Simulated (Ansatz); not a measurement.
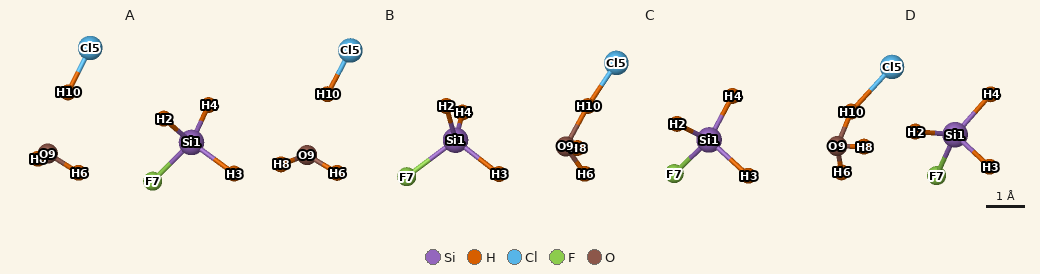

4 geometries from one relaxation of SiH6OClF (started from a transition state, displaced along its imaginary mode), in shuffled order. The picture is a ball-and-stick view, seen at a tilt.

All numbers below come from Ansatz, RKS PBE0-D4/def2-TZVP. Set-up: force threshold 0.005 eV/Å; at most 200 steps.

**Order the frames from highest to lowest energy.**

D, C, A, B. They are steps 0, 4, 10, 23, at +35.4 kcal/mol, +8.85 kcal/mol, +0.50 kcal/mol relative to the last. The largest move after the best rigid fit is that of H8, 1.88 Å. By element the largest moves are H 1.88 Å, F 1.24 Å, Cl 0.92 Å, O 0.90 Å, Si 0.62 Å. Among the contacts that change: Si1–Cl5 2.652 → 3.722 Å, O9–H10 1.113 → 1.705 Å, Cl5–H10 1.683 → 1.320 Å, H8–O9 0.879 → 0.961 Å. Bonds break: O9–H10 (1.11 → 1.71 Å). Bond angles that change, for instance: H2–Si1–H4 131.1° → 112.5°, H2–Si1–H3 94.0° → 111.0°, H3–Si1–H4 103.4° → 111.0°. After 23 geometry steps the energy has fallen by 35.4 kcal/mol. The largest force component goes from 6.7 to 0.0029 eV/Å.
